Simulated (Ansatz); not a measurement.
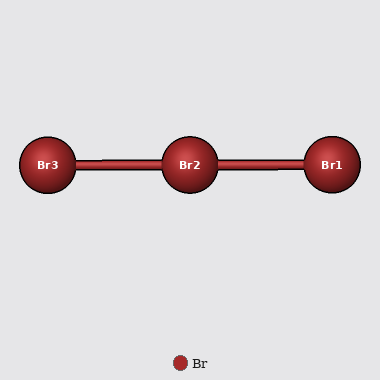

The system is Br⁻ + Br₂; the picture shows the reference structure. The first coordinate is: distance Br1–Br2; the second: distance Br2–Br3. Nothing is relaxed (the angle Br1–Br2–Br3 is fixed at 180 degrees). Grid: 16 × 16 points; 136 points were computed and 120 follow by symmetry. Energies are in eV, from the lowest grid point. The reference is spin-restricted, so regions where a bond is pulled apart into radicals lie too high. Theory: Ansatz, RHF/def2-SVPD.

Its coordinates:

```xyz
3

Br   -2.6270    0.0000    0.0000
Br    0.0000    0.0000    0.0000
Br    2.6270    0.0000    0.0000
```

Range: distance Br1–Br2 from 1.920 to 3.520 Å; distance Br2–Br3 from 1.920 to 3.520 Å.

What will the energy surface look like?

Answer. The lowest grid point is at distance Br1–Br2 = 2.627 Å, distance Br2–Br3 = 2.627 Å. It is the only kind of minimum in the scanned range. The highest grid point, distance Br1–Br2 = 1.920 Å, distance Br2–Br3 = 1.920 Å, lies 10.04 eV above the lowest. Round the minimum the valley is strongly tilted: raising distance Br1–Br2 shifts the best value of distance Br2–Br3 downwards (coupling k₁₂/√(k₁₁k₂₂) about 0.8).

| distance Br2–Br3 ↓, distance Br1–Br2 → | 1.920 | 2.037 | 2.207 | 2.406 | 2.627 | 2.864 | 3.117 | 3.383 |
| --- | --- | --- | --- | --- | --- | --- | --- | --- |
| 3.383 | 2.66 | 1.29 | 0.40 | 0.25 | 0.55 | 1.05 | 1.57 | 2.04 |
| 3.117 | 2.72 | 1.31 | 0.36 | 0.12 | 0.33 | 0.73 | 1.17 | 1.57 |
| 2.864 | 2.92 | 1.45 | 0.41 | 0.05 | 0.12 | 0.40 | 0.73 | 1.05 |
| 2.627 | 3.38 | 1.82 | 0.63 | 0.10 | 0.00 | 0.12 | 0.33 | 0.55 |
| 2.406 | 4.25 | 2.56 | 1.17 | 0.41 | 0.10 | 0.05 | 0.12 | 0.25 |
| 2.207 | 5.71 | 3.84 | 2.19 | 1.17 | 0.63 | 0.41 | 0.36 | 0.40 |
| 2.037 | 7.82 | 5.75 | 3.84 | 2.56 | 1.82 | 1.45 | 1.31 | 1.29 |
| 1.920 | 10.04 | 7.82 | 5.71 | 4.25 | 3.38 | 2.92 | 2.72 | 2.66 |

The table holds every second grid line.

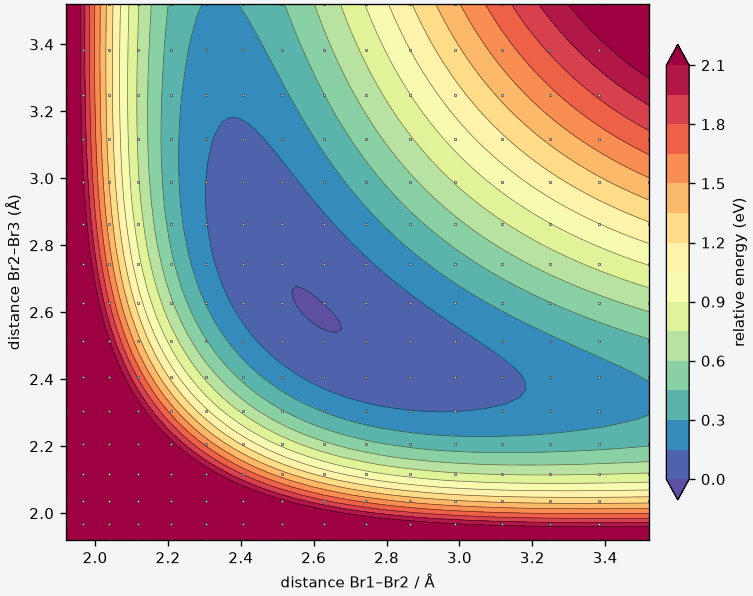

In the figure: filled contours, dots at the grid points, one colour for all values above the top of the scale. Between grid points the surface is interpolated.

Time for the 136 points that were run: 14 min on 1 thread of Arm Neoverse V1, with other jobs on the host.
